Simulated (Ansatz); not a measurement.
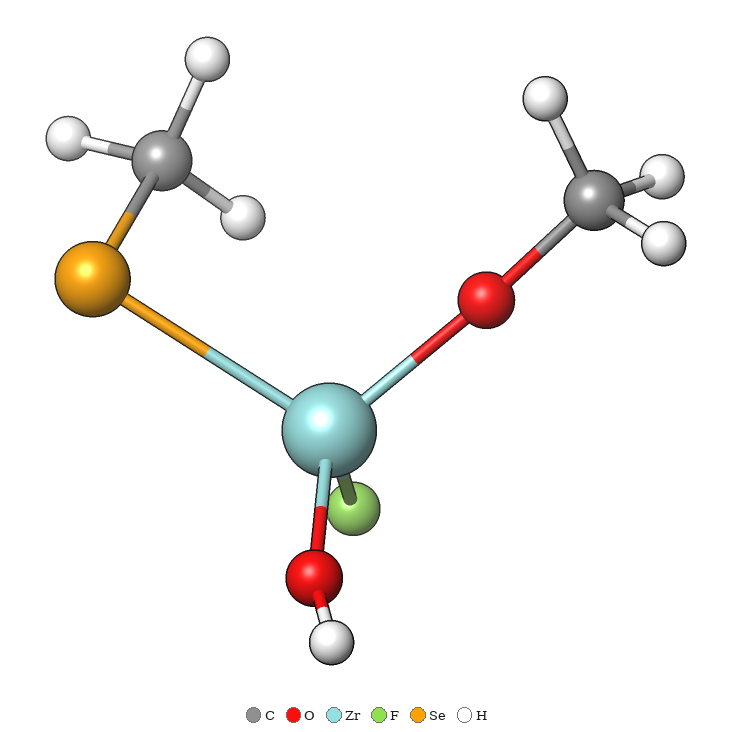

Rendered structure (ball-and-stick style). Every bond is drawn as one stick, whatever its order.

The species is neutral and a spin singlet. Computed geometry: PBE0-D4/def2-TZVP optimisation.

Identify the structure.

The molecule is C2H7FO2SeZr. SMILES: `C[O][Zr@]([OH])([F])[Se]C`. This geometry has C1 symmetry. Coordination, clear cases only: 2 C tetrahedral; 1 O linear; 1 Zr tetrahedral; 1 Se bent.

More results for the same structure follow; atom numbers are the same in all pictures, views and colours differ.

**Shape**

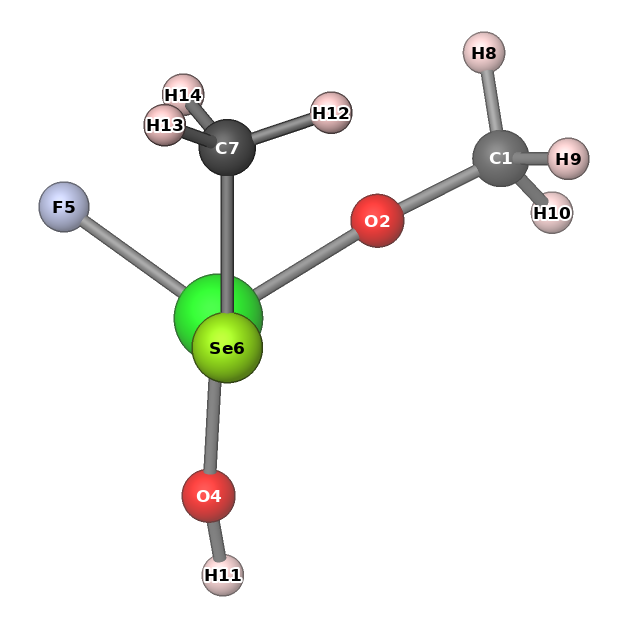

Zr3 lies behind Se6. The molecule seen nearly along the Se6–Zr3 bond, Se6 in front. Atoms fade into the background with distance from the viewer.

**What is the torsion angle C7–Se6–Zr3–F5? The sign is positive where the front bond must turn clockwise to cover the back bond.**

−55°, synclinal (gauche).

**Dipole moment**

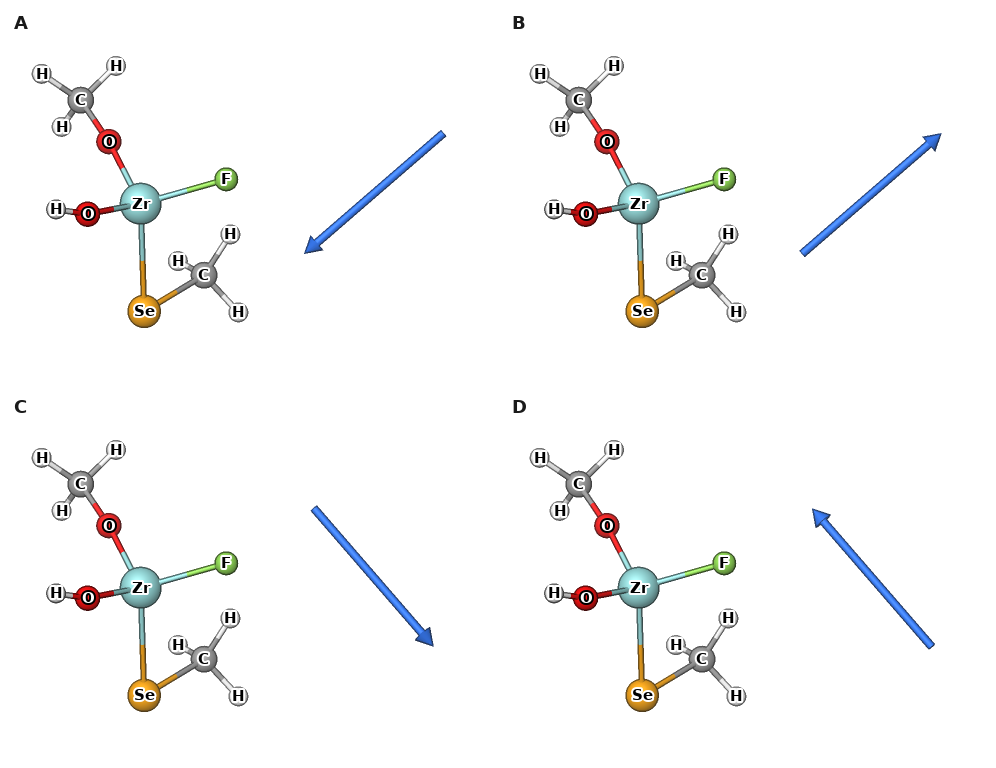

The same molecule four times, each with an arrow. Method: RKS ωB97M-V/def2-TZVPP, core potentials on Zr (Ansatz 0.2.0).

**Which arrow points along the dipole moment, from the negative to the positive end?**

D. The dipole moment is 3.22 D.

**Electronic properties**

Method: RKS BHLYP-D4/def2-TZVPP, core potentials on Zr (Ansatz 0.2.0).

Computed properties:

- HOMO energy (Kohn–Sham orbital): −7.40 eV
- LUMO energy (Kohn–Sham orbital): 0.13 eV
- HOMO–LUMO gap: 7.53 eV
- dispersion correction: −45.9 kJ/mol

**Charges**

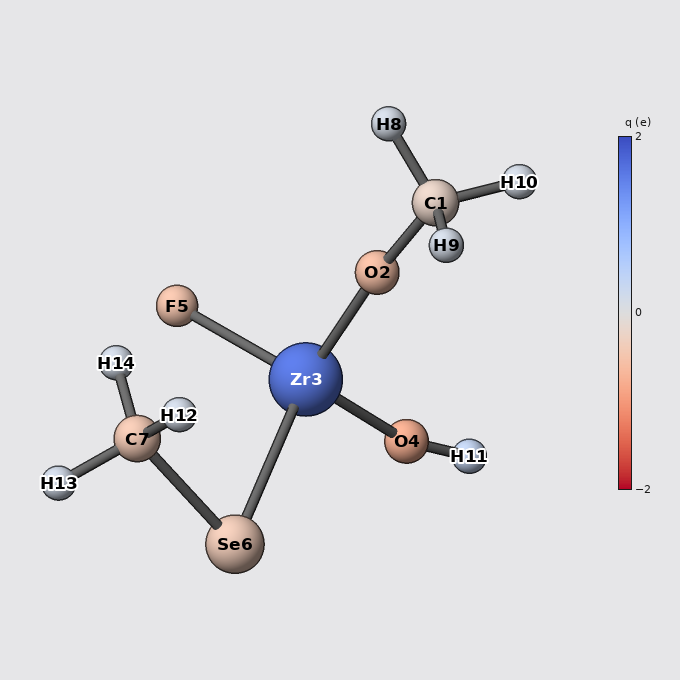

Atoms are coloured by their Mulliken charges. Method: RKS PBE0-D4/def2-TZVP, core potentials on Zr (Ansatz 0.2.0).

List the Mulliken charges.

```csv
atom,value (e)
C1,−0.20
O2,−0.55
Zr3,1.55
O4,−0.74
F5,−0.48
Se6,−0.37
C7,−0.41
H8,0.13
H9,0.13
H10,0.13
H11,0.33
H12,0.16
H13,0.16
H14,0.15
```

Mulliken values depend strongly on the basis set and can even reverse the polarity of a bond.
